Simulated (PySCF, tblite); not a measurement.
**C7H12N radical: geometry, infrared bands and EPR parameters**

Aim: predict the infrared bands and EPR parameters of C7H12N radical (`[CH2]N[C@@H]1CC[C@@H]2C[C@@H]21`).

Programs: tblite 0.8.0 and PySCF 2.14.0, with density-fitted response routines of our own. Each step states its level of theory. These are calculated values for one molecule in the gas phase, unless marked as measured. Atoms count from 0, in the outputs and in this text.

### Step 1. Starting geometry

20 atoms, charge 0, multiplicity 2; geometry from: force field or distance geometry start.

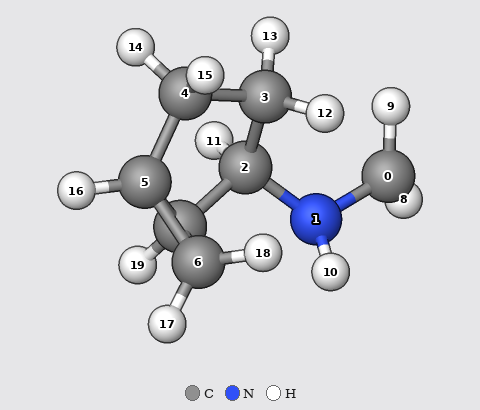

As it starts; carbon grey, nitrogen blue, hydrogen white, atoms numbered.

### Step 2. Optimising the geometry with GFN2-xTB

The job: settings as JSON, then the geometry in Å.

```
{"job": {"kind": "relax", "xc": "GFN2-xTB", "basis": "xTB"}, "charge": 0, "multiplicity": 2}
C      2.740000    -0.892700    -0.137800
N      1.336100    -1.194400    -0.221300
C      0.503200    -0.209300    -0.780700
C      0.495300     1.127900    -0.072500
C     -0.924700     1.589100    -0.201900
C     -1.814600     0.381900    -0.285000
C     -1.618100    -0.795000     0.620300
C     -0.913100    -0.735500    -0.709700
H      3.376900    -1.601000    -0.670100
H      2.987100     0.164400    -0.219600
H      0.944600    -1.768700     0.541600
H      0.753200    -0.088000    -1.852400
H      0.826900     0.989200     0.979500
H      1.150400     1.794400    -0.661500
H     -1.126400     2.210900    -1.087700
H     -1.189300     2.181500     0.714500
H     -2.854100     0.472100    -0.664800
H     -2.402100    -1.560400     0.706000
H     -1.057500    -0.600500     1.552300
H     -1.219100    -1.455200    -1.494300
```

Launch:

```bash
> OMP_NUM_THREADS=1 python probes_run.py task.json out
```

One launch serves the whole session: the jobs run in the order shown.

Output:

```text
step      E/eV     max force
  0    -650.68744    3.002
  1    -650.95984    0.758
  2    -651.02300    0.614
  3    -651.08549    0.591
  4    -651.11398    0.539
  5    -651.14769    0.394
  6    -651.16935    0.470
  7    -651.19694    0.440
  8    -651.22230    0.436
  9    -651.24574    0.350
 10    -651.26334    0.342
 11    -651.28000    0.310
 12    -651.29999    0.357
 13    -651.32104    0.391
 14    -651.33805    0.365
 15    -651.35278    0.304
 16    -651.36644    0.288
 17    -651.37664    0.373
 18    -651.38474    0.289
 19    -651.39297    0.210
 20    -651.40507    0.255
 21    -651.41182    0.233
 22    -651.42072    0.181
 23    -651.42388    0.184
 24    -651.42664    0.142
 25    -651.42933    0.109
 26    -651.43357    0.132
 27    -651.43547    0.104
 28    -651.43742    0.086
 29    -651.43866    0.087
 30    -651.43994    0.079
 31    -651.44108    0.083
 32    -651.44220    0.076
 33    -651.44336    0.076
 34    -651.44478    0.104
 35    -651.44653    0.144
 36    -651.44837    0.153
 37    -651.45018    0.087
 38    -651.45156    0.090
 39    -651.45254    0.085
 40    -651.45363    0.090
 41    -651.45467    0.077
 42    -651.45577    0.092
 43    -651.45691    0.094
 44    -651.45783    0.068
 45    -651.45839    0.045
 46    -651.45870    0.039
 47    -651.45901    0.042
 48    -651.45936    0.048
 49    -651.45978    0.055
 50    -651.46020    0.057
 51    -651.46069    0.078
 52    -651.46134    0.078
 53    -651.46220    0.068
 54    -651.46313    0.074
 55    -651.46405    0.070
 56    -651.46506    0.090
 57    -651.46608    0.088
 58    -651.46713    0.075
 59    -651.46798    0.080
 60    -651.46868    0.071
 61    -651.46936    0.071
 62    -651.47011    0.052
 63    -651.47061    0.068
 64    -651.47099    0.084
 65    -651.47129    0.046
 66    -651.47170    0.041
 67    -651.47192    0.045
 68    -651.47221    0.046
 69    -651.47253    0.035
 70    -651.47276    0.032
 71    -651.47290    0.025
 72    -651.47300    0.031
 73    -651.47310    0.024
 74    -651.47324    0.024
 75    -651.47339    0.029
 76    -651.47353    0.041
 77    -651.47368    0.044
 78    -651.47384    0.034
 79    -651.47400    0.025
 80    -651.47416    0.024
 81    -651.47430    0.035
 82    -651.47447    0.044
 83    -651.47472    0.042
 84    -651.47506    0.058
 85    -651.47541    0.050
 86    -651.47566    0.037
 87    -651.47580    0.036
 88    -651.47592    0.030
 89    -651.47605    0.025
 90    -651.47619    0.017
 91    -651.47624    0.015
 92    -651.47629    0.015
 93    -651.47633    0.014
 94    -651.47638    0.014
 95    -651.47641    0.010
 96    -651.47643    0.011
 97    -651.47644    0.011
 98    -651.47647    0.011
 99    -651.47650    0.015
100    -651.47655    0.015
101    -651.47659    0.013
102    -651.47661    0.011
103    -651.47663    0.008
```

Run time: 0.68 s. Hardware: 1 thread of Arm Neoverse V1, shared host.

The steps of the relaxation: (not every step is listed)

```csv
step,energy from step 0 (eV),largest force (eV/Å)
0,0.0000,3.0021
1,-0.2724,0.7581
2,-0.3356,0.6138
3,-0.3981,0.5909
4,-0.4265,0.5386
5,-0.4602,0.3944
6,-0.4819,0.4702
7,-0.5095,0.4402
8,-0.5349,0.4358
17,-0.6892,0.3725
26,-0.7461,0.1318
35,-0.7591,0.1435
44,-0.7704,0.0682
53,-0.7748,0.0681
62,-0.7827,0.0517
71,-0.7855,0.0255
80,-0.7867,0.0242
89,-0.7886,0.0246
98,-0.7890,0.0112
99,-0.7891,0.0153
100,-0.7891,0.0153
101,-0.7891,0.0132
102,-0.7892,0.0106
103,-0.7892,0.0083
```

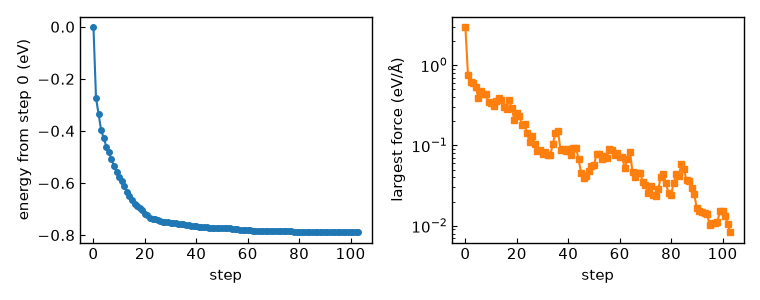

Energy and largest force along the relaxation.

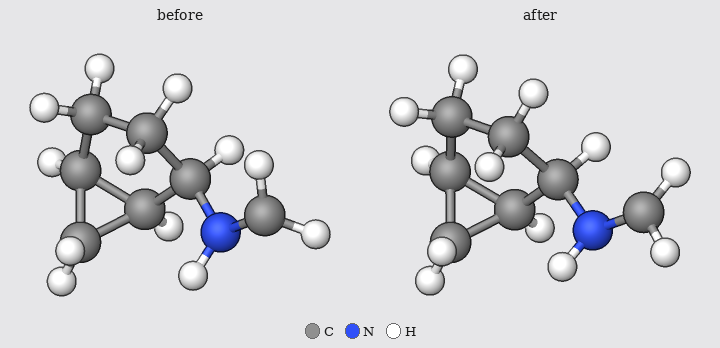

The geometry before (left) and after (right).

Close pairs (by a distance rule), those that changed most:

```csv
bond,before (Å),after (Å),change (Å)
C0–N1,1.438,1.388,-0.051
C2–C3,1.513,1.551,+0.038
C3–C4,1.499,1.533,+0.034
N1–C2,1.406,1.439,+0.033
C4–H15,1.123,1.091,-0.032
C5–H16,1.110,1.080,-0.030
C7–H19,1.108,1.080,-0.028
C6–H18,1.105,1.079,-0.026
```

The end geometry stands in the next job.

### Step 3. Harmonic vibrations with GFN2-xTB

The job: settings as JSON, then the geometry in Å.

```
{"job": {"kind": "ir", "xc": "GFN2-xTB", "basis": "xTB"}, "charge": 0, "multiplicity": 2}
C      2.800814    -0.908343    -0.391029
N      1.439158    -1.131705    -0.242332
C      0.495619    -0.178547    -0.765052
C      0.397948     1.144060     0.039835
C     -1.049629     1.624621    -0.109385
C     -1.857206     0.366431    -0.351941
C     -1.610471    -0.783185     0.577043
C     -0.918143    -0.728736    -0.755011
H      3.447197    -1.622625     0.083042
H      3.107910    -0.486374    -1.330133
H      1.178163    -1.496519     0.664907
H      0.796395     0.038943    -1.796559
H      0.629395     0.940784     1.086337
H      1.116297     1.879951    -0.316331
H     -1.146171     2.285131    -0.973190
H     -1.388988     2.170638     0.772379
H     -2.831102     0.477898    -0.805907
H     -2.399043    -1.510566     0.699612
H     -1.042403    -0.612142     1.477982
H     -1.170888    -1.459038    -1.509314
```

Output:

```text
mode    cm-1     km/mol
  1      72.6      1.04
  2     119.1      0.47
  3     198.1      2.89
  4     260.3      2.58
  5     306.9      1.43
  6     369.8      2.08
  7     419.1      6.06
  8     474.7      3.97
  9     580.5     76.68
 10     608.8     14.18
 11     627.1      1.31
 12     680.3     50.21
 13     827.8      1.56
 14     841.5      2.03
 15     866.9      0.97
 16     901.4      2.19
 17     960.3      3.73
 18     989.5      4.47
 19    1003.2      5.43
 20    1011.9      1.35
 21    1034.6      7.37
 22    1041.7      3.21
 23    1068.4      0.69
 24    1070.7      0.07
 25    1097.5      1.17
 26    1122.9      1.10
 27    1142.0      4.22
 28    1181.3      3.95
 29    1186.5      4.82
 30    1201.6      2.03
 31    1259.4      2.40
 32    1276.5      1.45
 33    1289.8      2.04
 34    1292.7      1.67
 35    1306.6      0.07
 36    1315.8      0.08
 37    1378.0     15.50
 38    1395.8      2.59
 39    1458.5     47.62
 40    1475.0      2.78
 41    1486.4      0.11
 42    1505.8      0.99
 43    2920.5     35.73
 44    2967.4     16.17
 45    2987.0     43.51
 46    2988.7     69.59
 47    3020.2     33.05
 48    3069.8     35.66
 49    3076.7     25.25
 50    3091.6     31.44
 51    3101.8     66.79
 52    3103.7     40.33
 53    3149.6     63.12
 54    3391.3      3.94
```

It took 0.67 s on 1 thread of Arm Neoverse V1, shared host.

The strongest bands and the atoms that carry them (share of the mass-weighted mode):

```csv
cm⁻¹,km/mol,atoms
580,76.7,"H9 24 %, H10 20 %, C2 11 %"
680,50.2,"H10 52 %, N1 17 %"
1458,47.6,"N1 27 %, C0 27 %, H9 17 %, H10 13 %"
2987,43.5,"H15 53 %, H14 22 %, H12 16 %"
2989,69.6,"H12 59 %, H14 31 %"
3102,66.8,"H18 57 %, H17 22 %"
3104,40.3,"H9 54 %, H8 42 %"
3150,63.1,"H8 51 %, H9 39 %, C0 10 %"
```

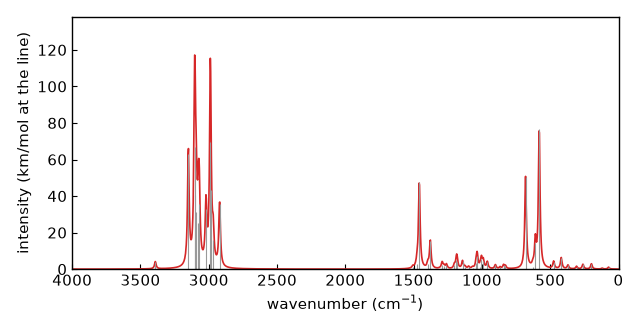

The infrared spectrum from these modes, unscaled. Lines are broadened to a width of 14 cm⁻¹ (Lorentzian).

### Step 4. EPR parameters: B3LYP/pcH-1

Settings changed since step 3:

```diff
@@ -1,2 +1,2 @@
-{"job": {"kind": "ir", "xc": "GFN2-xTB", "basis": "xTB"}, "charge": 0, "multiplicity": 2}
+{"job": {"kind": "epr", "basis": "pcH-1"}, "charge": 0, "multiplicity": 2}
 C      2.800814    -0.908343    -0.391029
```

Method: UKS B3LYP, pcH-1 on C H N, non-relativistic, mean-field spin-orbit, GIAO.

Output:

```text
UKS, coarse grid
  cycle   1  E = -328.59601422  |g| = 3.35e-01
  cycle   2  E = -328.57903961  |g| = 3.92e-01
  cycle   3  E = -328.65709706  |g| = 4.41e-02
  cycle   4  E = -328.65775512  |g| = 2.35e-02
  cycle   5  E = -328.65800178  |g| = 6.24e-03
  cycle   6  E = -328.65802239  |g| = 1.83e-03
  cycle   7  E = -328.65802504  |g| = 1.04e-03
  cycle   8  E = -328.65802474  |g| = 4.27e-04
UKS, final grid
  cycle   1  E = -328.65795999  |g| = 6.05e-04
  cycle   2  E = -328.65795971  |g| = 1.03e-03
  cycle   3  E = -328.65796015  |g| = 5.30e-05
  cycle   4  E = -328.65796016  |g| = 2.21e-05
E = -328.65796016 Eh   <S^2> = 0.7533 (exact 0.7500)
g shifts (ppm)      1          2          3
  rmc          -173       -173       -173
  gc              6         41         33
  oz_so          -4        610       1331
  total        -172        478       1191
hyperfine (MHz)  atom isotope    a_iso     a_fc   dipolar eigenvalues
    0   13C     123.19     123.19    -65.38    -64.93    130.32
    1   14N      15.59      15.59    -14.54    -14.15     28.70
    2   13C       0.61       0.61     -2.26     -1.29      3.55
    3   13C       7.94       7.94     -2.61     -1.69      4.29
    4   13C      -1.38      -1.38     -0.24     -0.19      0.43
    5   13C       0.22       0.22     -0.43      0.12      0.31
    6   13C      -0.27      -0.27     -0.29     -0.25      0.54
    7   13C       2.79       2.79     -0.63     -0.58      1.20
    8    1H     -27.16     -27.16    -30.81     -1.07     31.88
    9    1H     -26.99     -26.99    -30.85     -0.83     31.68
   10    1H      -1.13      -1.13    -15.78     -6.69     22.47
   11    1H       6.94       6.94     -3.94     -3.15      7.09
   12    1H      -1.12      -1.12     -2.74     -1.97      4.72
   13    1H       2.40       2.40     -3.10     -0.97      4.07
   14    1H       0.18       0.18     -0.75     -0.66      1.41
   15    1H       2.20       2.20     -0.66     -0.62      1.28
   16    1H      -0.36      -0.36     -0.58     -0.47      1.05
   17    1H       0.35       0.35     -0.69     -0.65      1.35
   18    1H       0.62       0.62     -1.37     -1.27      2.63
   19    1H      -0.06      -0.06     -1.71     -1.49      3.20
```

Run time: 98 s. Hardware: 1 thread of Arm Neoverse V1, shared host; peak memory 0.99 GiB.

Principal g values 2.00215, 2.00280, 2.00351; g(iso) = 2.00282, against 2.00232 for a free electron.

Mean a(iso) over the nuclei that a row names, and the largest dipolar term of the row (other rows stand at the frozen geometry):

```csv
nuclei,isotope,a(iso) (MHz),"a(iso) (G, at g = 2.0023)",largest dipolar term (MHz)
C0,13C,123.2,44.0,130.3
"H8, H9",1H,-27.1,-9.7,31.9
N1,14N,15.6,5.6,28.7
C3,13C,7.9,2.8,4.3
H11,1H,6.9,2.5,7.1
C7,13C,2.8,1.0,1.2
H13,1H,2.4,0.9,4.1
H15,1H,2.2,0.8,1.3
C4,13C,-1.4,-0.5,0.4
H10,1H,-1.1,-0.4,22.5
H12,1H,-1.1,-0.4,4.7
H18,1H,0.6,0.2,2.6
C2,13C,0.6,0.2,3.6
H16,1H,-0.4,-0.1,1.0
```

Mulliken spin populations:

C0 0.84; N1 0.20; C2 -0.01; C3 0.02; C4 0.00; C5 0.00; C6 0.00; C7 0.00; H8 -0.03; H9 -0.03; H10 -0.01; H11 0.00; H12 0.00; H13 0.00; H14 0.00; H15 0.00; H16 0.00; H17 0.00; H18 0.00; H19 0.00

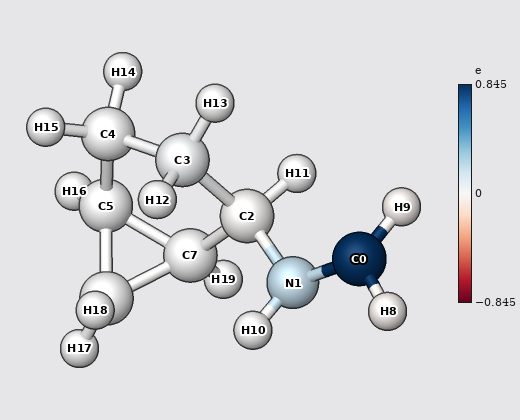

Mulliken spin populations, as colours on the atoms.

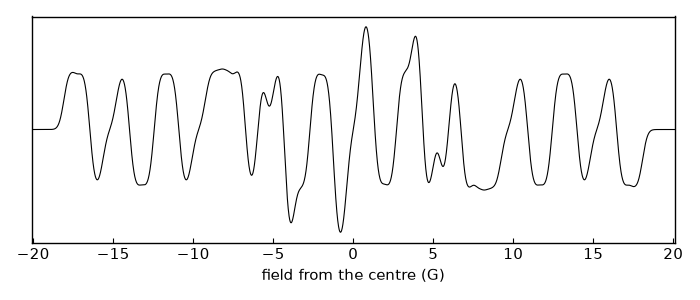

First-order isotropic spectrum (first derivative, main isotopes with spin only, couplings over 0.8 MHz, Gaussian width 0.3 G; couplings of the frozen geometry, rotation of groups not averaged beyond the rows shown).

Orbitals, density, ELF and potential are computed afterwards from the orbital file.

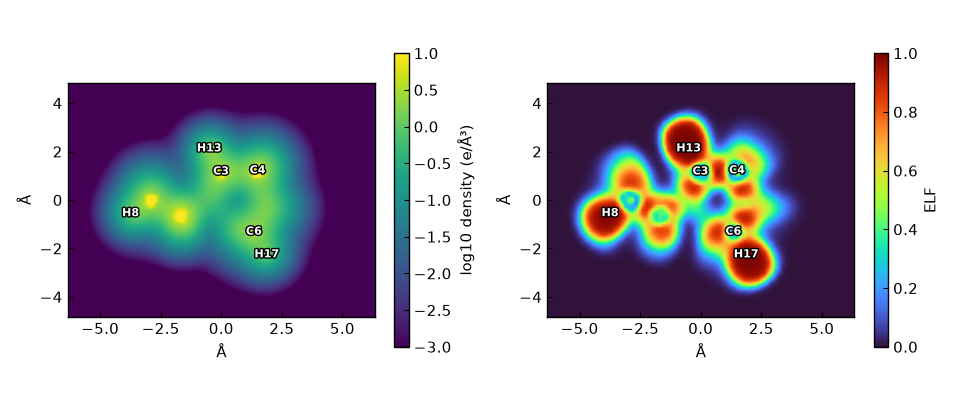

Density (left) and ELF (right) in a plane through or near 6 of the atoms.

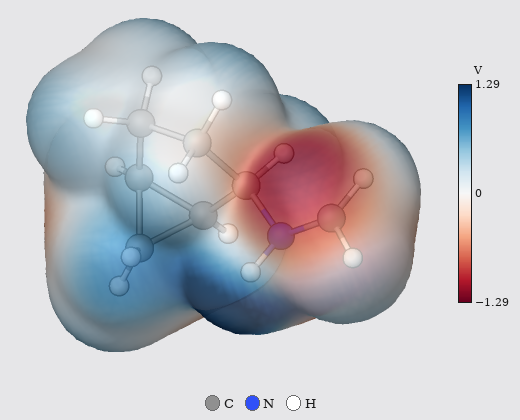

The potential that a unit positive charge feels on the 0.002 e/bohr³ surface, from -1.17 V near N1 to 1.29 V near H10.

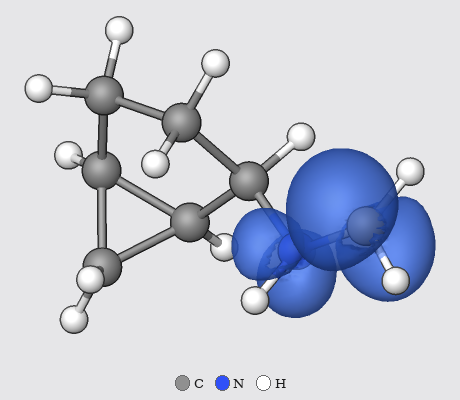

Spin density at ±0.04 e/Å³ (alpha excess blue, beta excess red).

### Step 5. Outcome

| quantity | value |
| --- | --- |
| strongest single infrared mode (GFN2-xTB) | 580 cm⁻¹, 77 km/mol |
| zero-point energy (GFN2-xTB) | 109.5 kcal/mol |
| g(iso) (B3LYP) | 2.00282 |
| ⟨S²⟩ | 0.753 (exact 0.75) |
| largest a(iso) (averaged by class) | 13C on C0, 123.2 MHz |
| surface potential, least and greatest | -1.17 V and 1.29 V |

**Reading.** Over 103 steps the energy fell by 0.789 eV; of the close pairs, C0–N1 changed most, 1.438 to 1.388 Å. No mode is imaginary among the 54: a minimum at this level. The strongest single mode, at 580 cm⁻¹, is spread over many atoms; the largest shares are those of H9, H10. GFN2-xTB is a fitted tight-binding method: band positions and strengths are rough. Its intensities can rank the bands wrongly. Most of the unpaired spin sits on C0 (0.84 e). The isotropic g lies 0.5 ppt above the free-electron value.
